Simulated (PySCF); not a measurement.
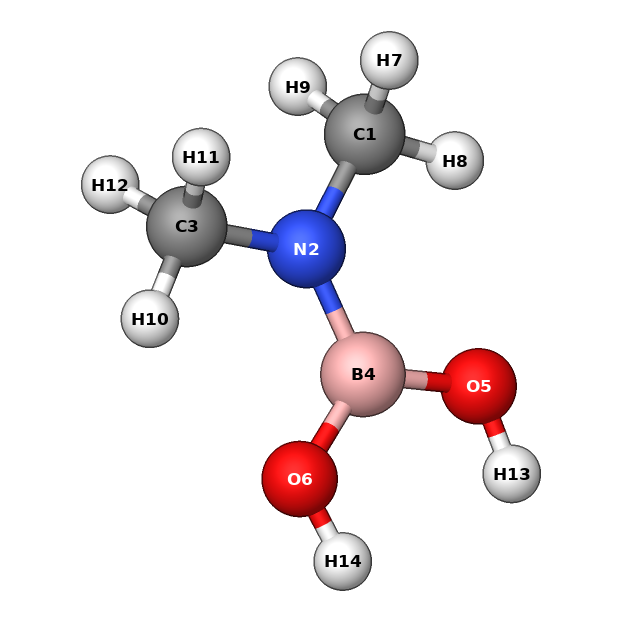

Every bond is drawn as one stick. Computed geometry: PBE0-D3(BJ)/def2-SVP optimisation. No frequency run is at hand to confirm it as a minimum. Method: PBE0/6-31G* (PySCF 2.14.0).

Which bond has the lowest Mayer bond order?

O5–H13 and O6–H14, 0.78, at 0.958 Å.

List the Mayer bond orders of C1–N2, N2–B4, C1–H8, C1–H7, B4–O5, O5–H13 (one bond of each equivalent set).

```
  bond  Mayer order  length (Å)
 C1–N2         0.99       1.437
 N2–B4         1.16       1.414
 C1–H8         0.93       1.097
 C1–H7         0.93       1.107
 B4–O5         1.12       1.379
O5–H13         0.78       0.958
```
